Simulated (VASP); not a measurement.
Band structure of Mg$_{3}$Sb$_{2}$ (a-la2o3). Calculation: PBE GGA with D3 dispersion (Becke-Johnson damping), VASP's PBE PAW potentials (set 64) (plane waves; VASP).

Unless said otherwise, spin-orbit coupling is left out, though it shifts the bands of the heavy elements here.

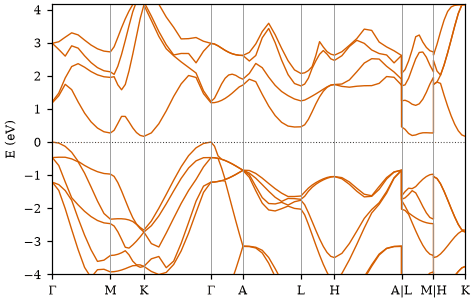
Figure. Bands along high-symmetry lines, zero at the valence-band maximum or, without a gap, the Fermi level

Q: Read the plot: is there a gap, and where are the band edges?

A: The gap is indirect, 0.17 eV, from the valence maximum at Γ to the conduction minimum at K. (Edges off the drawn lines would not show.)

The compound is Mg3Sb2 in the a-la2o3 structure. It was relaxed first.
